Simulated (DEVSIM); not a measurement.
System: Schottky contact on n-type GaP, at 350 K.

```csv
layer (left to right),material,thickness (μm),Nd (cm⁻³),τn (s),τp (s)
1,GaP,11.0,1.2e17,3.2e-7,3.2e-7
```

Left contact: Schottky, work function 4.57 eV, emission velocity 1.6e6 cm/s. Right contact: ohmic. Voltage is applied to the left contact. Recombination: SRH at mid-gap, radiative, Auger. Mobility is μmin + (μ − μmin)/(1 + (N/Nref)^α).

The device is made up for the run: typed textbook-type constants, with dimensions and the other settings drawn at random. Values at 300 K; Nc and Nv go as T^1.5, mobilities as T to minus their exponent, the gap by Varshni's rule with the affinity fixed.

| parameter | GaP |
|---|---|
| gap (eV) | 2.26 |
| affinity (eV) | 3.8 |
| permittivity | 11.1 |
| Nc (cm⁻³) | 1.8e19 |
| Nv (cm⁻³) | 1.9e19 |
| μn (cm²/Vs) | 250 |
| μp (cm²/Vs) | 150 |
| μn,min | 10 |
| μp,min | 10 |
| Nref,n | 4.4e18 |
| Nref,p | 1e18 |
| αn | 0.8 |
| αp | 0.85 |
| T exponent of μn | 1.6 |
| T exponent of μp | 1.98 |
| B (cm³/s) | 1e-13 |
| Cn (cm⁶/s) | 1e-30 |
| Cp (cm⁶/s) | 1e-30 |
| Varshni α (eV/K) | 0.00058 |
| Varshni β (K) | 372 |

Simulated with DEVSIM: 1D drift-diffusion, Boltzmann statistics, complete ionisation; no tunnelling, impact ionisation, image-force lowering or self-heating. Metal contacts follow the ideal Schottky-Mott rule: no Fermi-level pinning, no interface dipoles.

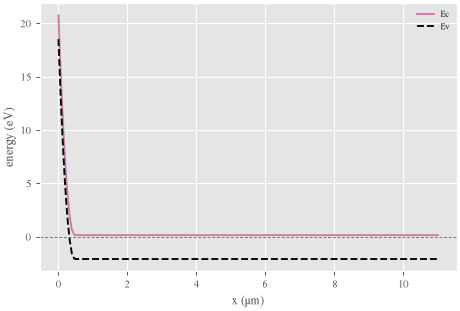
Figure: Band edges at -20.0 V on the left contact

Energies count from the Fermi level of the right contact; mesh points crowd at the junctions.

```json
[
 {"x (μm)": "0.000", "Ec (eV)": "20.770", "Ev (eV)": "18.531", "n (cm⁻³)": "1800000", "p (cm⁻³)": "< 1e2", "field (V/cm)": "-900000"},
 {"x (μm)": "0.01515", "Ec (eV)": "19.433", "Ev (eV)": "17.193", "n (cm⁻³)": "1800000", "p (cm⁻³)": "< 1e2", "field (V/cm)": "-870000"},
 {"x (μm)": "0.03729", "Ec (eV)": "17.560", "Ev (eV)": "15.321", "n (cm⁻³)": "1900000", "p (cm⁻³)": "< 1e2", "field (V/cm)": "-820000"},
 {"x (μm)": "0.07587", "Ec (eV)": "14.524", "Ev (eV)": "12.285", "n (cm⁻³)": "2100000", "p (cm⁻³)": "< 1e2", "field (V/cm)": "-750000"},
 {"x (μm)": "0.1598", "Ec (eV)": "8.925", "Ev (eV)": "6.686", "n (cm⁻³)": "2700000", "p (cm⁻³)": "< 1e2", "field (V/cm)": "-580000"},
 {"x (μm)": "0.2754", "Ec (eV)": "3.472", "Ev (eV)": "1.232", "n (cm⁻³)": "4600000", "p (cm⁻³)": "< 1e2", "field (V/cm)": "-360000"},
 {"x (μm)": "0.4637", "Ec (eV)": "0.170", "Ev (eV)": "-2.069", "n (cm⁻³)": "8.0e16", "p (cm⁻³)": "< 1e2", "field (V/cm)": "-11000"},
 {"x (μm)": "0.8734", "Ec (eV)": "0.158", "Ev (eV)": "-2.081", "n (cm⁻³)": "1.2e17", "p (cm⁻³)": "< 1e2", "field (V/cm)": "≈ 0"},
 {"x (μm)": "1.438", "Ec (eV)": "0.158", "Ev (eV)": "-2.081", "n (cm⁻³)": "1.2e17", "p (cm⁻³)": "< 1e2", "field (V/cm)": "≈ 0"},
 {"x (μm)": "2.356", "Ec (eV)": "0.158", "Ev (eV)": "-2.081", "n (cm⁻³)": "1.2e17", "p (cm⁻³)": "< 1e2", "field (V/cm)": "≈ 0"},
 {"x (μm)": "3.698", "Ec (eV)": "0.158", "Ev (eV)": "-2.081", "n (cm⁻³)": "1.2e17", "p (cm⁻³)": "< 1e2", "field (V/cm)": "≈ 0"},
 {"x (μm)": "6.695", "Ec (eV)": "0.158", "Ev (eV)": "-2.081", "n (cm⁻³)": "1.2e17", "p (cm⁻³)": "< 1e2", "field (V/cm)": "≈ 0"},
 {"x (μm)": "8.256", "Ec (eV)": "0.158", "Ev (eV)": "-2.081", "n (cm⁻³)": "1.2e17", "p (cm⁻³)": "< 1e2", "field (V/cm)": "≈ 0"},
 {"x (μm)": "9.324", "Ec (eV)": "0.158", "Ev (eV)": "-2.081", "n (cm⁻³)": "1.2e17", "p (cm⁻³)": "< 1e2", "field (V/cm)": "≈ 0"},
 {"x (μm)": "10.14", "Ec (eV)": "0.158", "Ev (eV)": "-2.081", "n (cm⁻³)": "1.2e17", "p (cm⁻³)": "< 1e2", "field (V/cm)": "≈ 0"},
 {"x (μm)": "10.46", "Ec (eV)": "0.158", "Ev (eV)": "-2.081", "n (cm⁻³)": "1.2e17", "p (cm⁻³)": "< 1e2", "field (V/cm)": "≈ 0"},
 {"x (μm)": "10.68", "Ec (eV)": "0.158", "Ev (eV)": "-2.081", "n (cm⁻³)": "1.2e17", "p (cm⁻³)": "< 1e2", "field (V/cm)": "≈ 0"},
 {"x (μm)": "10.81", "Ec (eV)": "0.158", "Ev (eV)": "-2.081", "n (cm⁻³)": "1.2e17", "p (cm⁻³)": "< 1e2", "field (V/cm)": "≈ 0"},
 {"x (μm)": "10.91", "Ec (eV)": "0.158", "Ev (eV)": "-2.081", "n (cm⁻³)": "1.2e17", "p (cm⁻³)": "< 1e2", "field (V/cm)": "≈ 0"},
 {"x (μm)": "10.95", "Ec (eV)": "0.158", "Ev (eV)": "-2.081", "n (cm⁻³)": "1.2e17", "p (cm⁻³)": "< 1e2", "field (V/cm)": "≈ 0"},
 {"x (μm)": "10.98", "Ec (eV)": "0.158", "Ev (eV)": "-2.081", "n (cm⁻³)": "1.2e17", "p (cm⁻³)": "< 1e2", "field (V/cm)": "≈ 0"},
 {"x (μm)": "11.00", "Ec (eV)": "0.158", "Ev (eV)": "-2.081", "n (cm⁻³)": "1.2e17", "p (cm⁻³)": "< 1e2", "field (V/cm)": "≈ 0"}
]
```
